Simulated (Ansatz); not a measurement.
**FH$_{6}$OSi$_{2}$ (charge +1): density, localisation and related maps**

Input

```
basis:
  gaussian:
    orbitals: def2-TZVPD
crystal:
  periodic: [false, false, false]
  atoms:
    - {symbol: F, position_ang: [-0.040079, 0.015210, 0.053694]}
    - {symbol: O, position_ang: [1.489079, -0.975474, 2.045520]}
    - {symbol: Si, position_ang: [1.012556, 0.090418, -1.419618]}
    - {symbol: Si, position_ang: [-0.099262, -0.812405, 1.697963]}
    - {symbol: H, position_ang: [1.989739, -0.356336, 2.612477]}
    - {symbol: H, position_ang: [-0.691451, -2.100525, 1.290975]}
    - {symbol: H, position_ang: [0.046677, 0.624589, -2.408451]}
    - {symbol: H, position_ang: [-0.889253, 0.195484, 2.441296]}
    - {symbol: H, position_ang: [2.086671, 1.013073, -0.976759]}
    - {symbol: H, position_ang: [1.405212, -1.332414, -1.575908]}
total_charge: 1
hamiltonian:
  xc: pbe0
output: {forces: true, orbitals: {seedname: orbitals}}
```

Launched as:

```sh
ansatz run input.yaml --threads 1 --pin off --max-ram 2610MiB --events-out events.jsonl --progress --plain --runs-dir runs
```

Geometry: BLYP-D3(BJ)/def2-SVP.

Level of theory: isolated molecule in a Gaussian basis; Kohn-Sham density functional theory, functional PBE0 (Ansatz).

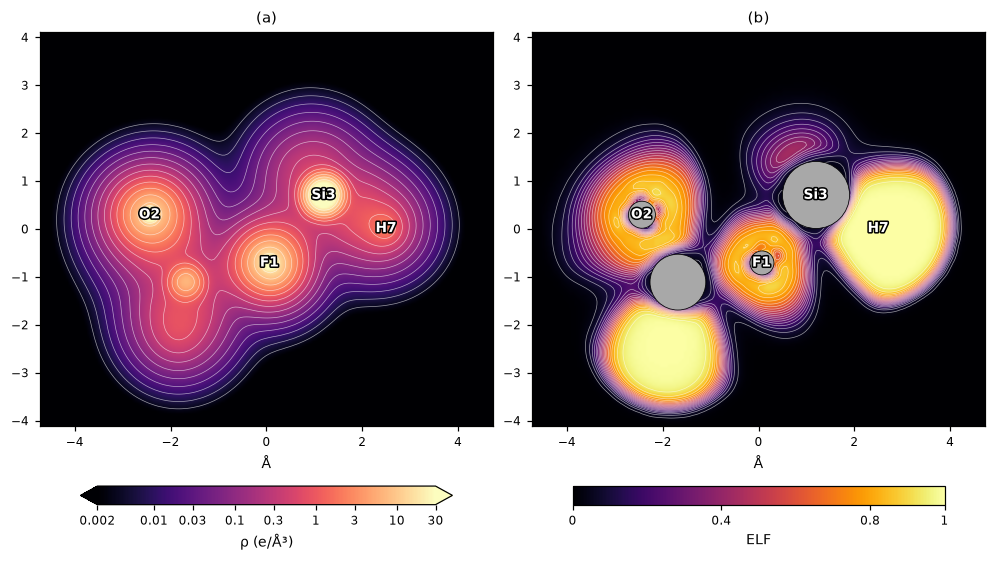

Figure 1. (a) total electron density; (b) electron localisation function on the plane of atoms F1, Si3 and H7. Grey discs cover the atomic cores in the ELF map.

What does the map show?

The plane passes through F, O, Si and H nuclei.
Si–F (1.81 Å): the density is about 0.65 e/Å³ at the midpoint; the ELF peaks at about 0.85 in the valence shell of F, 0.6 Å from its nucleus, and is about 0.50 at the midpoint.
Si–H (1.48 Å): the density is about 0.87 e/Å³ at the midpoint; the ELF climbs to about 1 towards the hydrogen, as it does in any bond to H.
The ELF also peaks beside F1 and O2, away from the bonds: lone-pair regions.

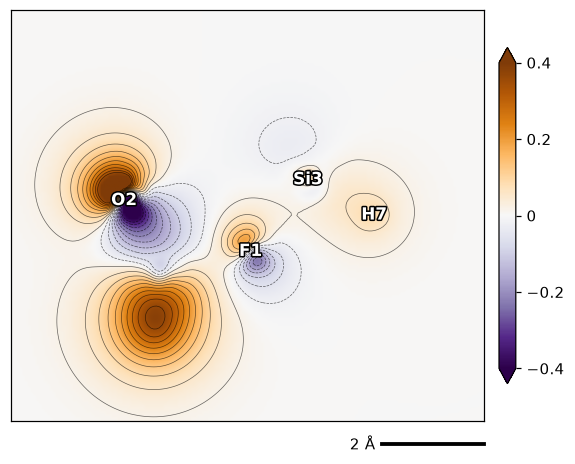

Figure 2. The HOMO on the plane of atoms F1, Si3 and H7 (values in Å⁻³ᐟ²; the overall sign is arbitrary).

Describe this orbital and give its energy.

By Hirshfeld shares it lies mainly on O2 (about 30 %), Si4 (about 25 %), H8 (about 20 %) and H6 (about 15 %). Its energy is −14.85 eV.

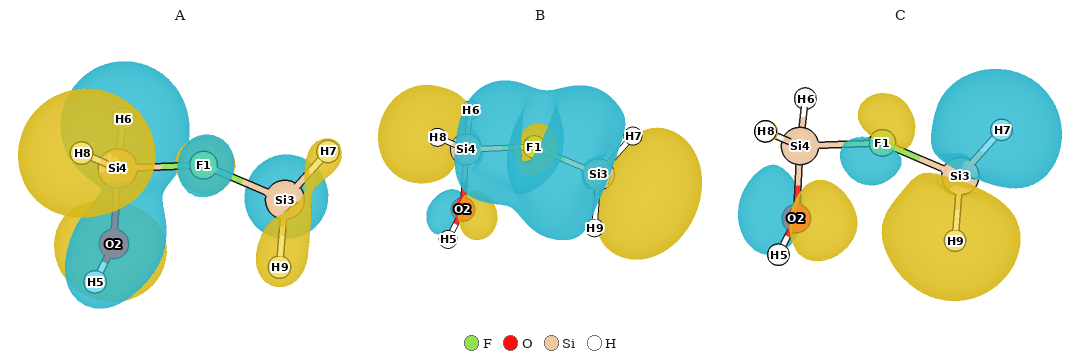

Figure 3. Three frontier orbitals at ±0.06 Å⁻³ᐟ² (yellow and cyan are the two phases), in no order.

Order the three orbitals by energy and name them.

C is the HOMO−1 (−15.17 eV). It lies mainly on Si3 (about 40 %), H9 (about 25 %), H7 (about 20 %) and O2 (about 10 %). A is the HOMO (−14.85 eV). It lies mainly on O2 (about 30 %), Si4 (about 25 %), H8 (about 20 %) and H6 (about 15 %). B is the LUMO (−6.15 eV). It lies mainly on Si3 (about 50 %), Si4 (about 20 %) and F1 (about 10 %).

What is the HOMO–LUMO gap?

8.70 eV between the orbital energies.
